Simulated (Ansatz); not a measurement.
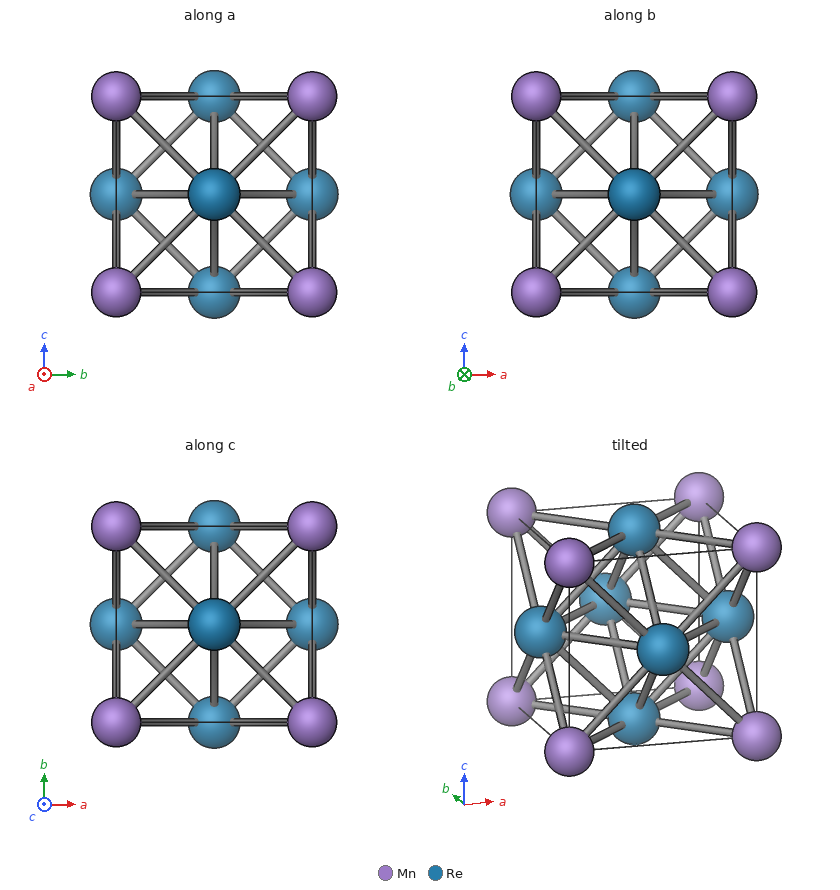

Ball-and-stick representation of a periodic structure, projected along the a axis, along the b axis, along the c axis and slightly off an axis. Atoms at the boundary of the conventional unit cell (the box) are drawn once for each face, edge or corner they touch.

Lattice parameters: a = 3.8393 Å, b = 3.8393 Å, c = 3.8393 Å, α = 90.000°, β = 90.000°, γ = 90.000°.

> Write the structure as a CIF in P1 with every atom of the cell.

```cif
data_structure
_symmetry_space_group_name_H-M 'P 1'
_symmetry_Int_Tables_number 1
_cell_length_a 3.8393
_cell_length_b 3.8393
_cell_length_c 3.8393
_cell_angle_alpha 90.000
_cell_angle_beta 90.000
_cell_angle_gamma 90.000
_cell_volume 56.59
loop_
_atom_site_label
_atom_site_type_symbol
_atom_site_fract_x
_atom_site_fract_y
_atom_site_fract_z
_atom_site_occupancy
Mn1 Mn 0.0000 0.0000 0.0000 1
Re1 Re 0.0000 0.5000 0.5000 1
Re2 Re 0.5000 0.0000 0.5000 1
Re3 Re 0.5000 0.5000 0.0000 1
```

The cell started as a structure type filled with these elements by a generator (whether the compound takes this form wasn't checked). A relaxation with DFT PBE, scalar-relativistic, plane waves, PAW (Ansatz) gave the geometry drawn.
